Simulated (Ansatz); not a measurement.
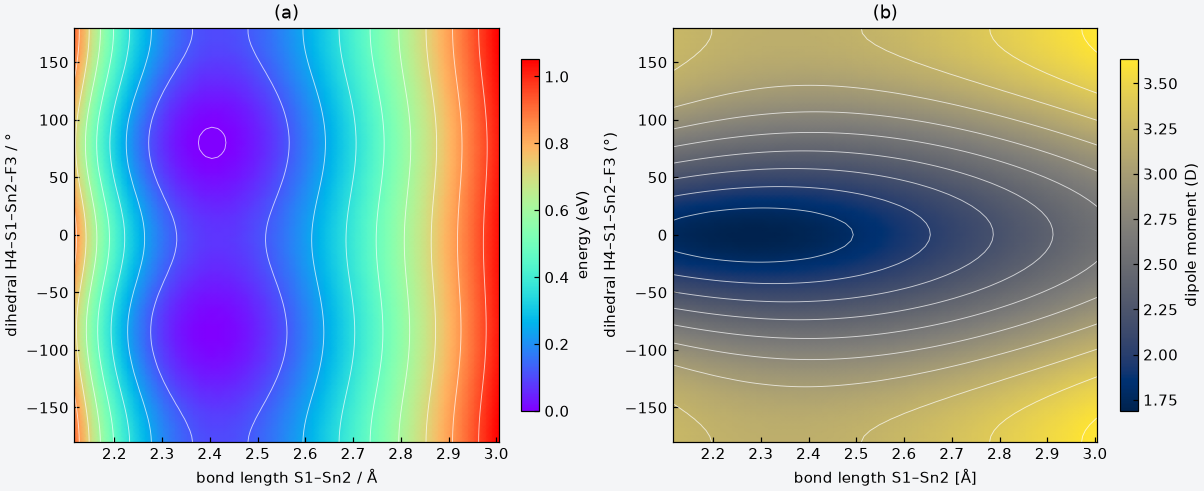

FH3SSn, SMILES [F][SnH2][SH]. 
- The first coordinate is: bond length S1–Sn2; the second: dihedral H4–S1–Sn2–F3.
- Nothing is relaxed (all other coordinates rigid).
- Grid: 15 × 15 points.
- Points are written as (first, second).
- Energies: eV, counted from the lowest grid point.
- These are results of RKS PBE-D4/def2-TZVP (Ansatz 0.2.0), not measurements.

Panel (a) is the energy and panel (b) the computed dipole moment on the same grid.

Drawn: a smooth colour map with a few white contour lines. Between grid points the surface is interpolated.

Question: How does the dipole moment vary over the map, and what is it at the lowest grid point?

Answer: Leaving out the highest fifth of the energies, it runs from 1.72 D at (2.306 Å, −12°) to 3.44 D at (2.815 Å, −180°). At the lowest grid point, (2.433 Å, 84°), it is 2.54 D.
